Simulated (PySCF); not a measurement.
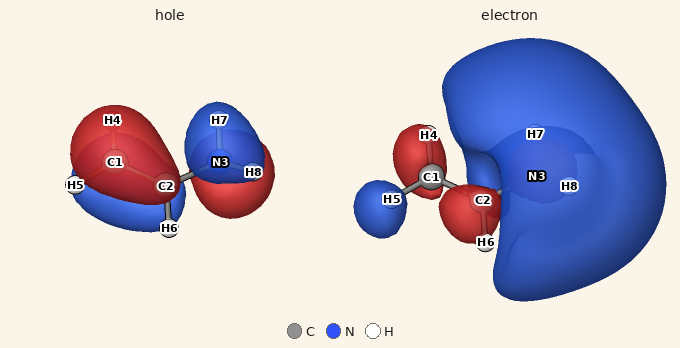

Figure 1: C₂H₅N, SMILES `C=CN`. Leading natural transition orbital pair of S₁ (full linear response singlet states); the surfaces enclose about 85 % of each orbital's density.

Level of theory: CAM-B3LYP/def2-TZVP (PySCF), at a geometry from GFN2-xTB. No frequency check shows the geometry to be a minimum. Without diffuse functions Rydberg states are missing, so the states' numbers hold for this basis only.

Cartesian coordinates (Å):

```
C1       1.2327   -0.1962    0.0148
C2       0.0685    0.4395    0.0022
N3      -1.1689   -0.1724   -0.0823
H4       1.2881   -1.2716    0.0260
H5       2.1626    0.3392   -0.0031
H6       0.0230    1.5203   -0.0158
H7      -1.1622   -1.1612    0.1208
H8      -1.9364    0.3202    0.3459
```

> Give its energy and the atoms that hole and electron lie on.

5.87 eV (211 nm), f = 0.008, partly diffuse acceptor orbital, which a basis without diffuse functions describes poorly; the leading pair carries 100 %; hole on N3 (37 %), C1 (33 %) and C2 (16 %), electron on H8 (30 %), H7 (24 %) and N3 (20 %) (atom shares of so diffuse an orbital are rough); their centroids lie 1.4 Å apart. In canonical orbitals it is mainly HOMO → LUMO (91 %). The HOMO–LUMO gap is 9.28 eV.
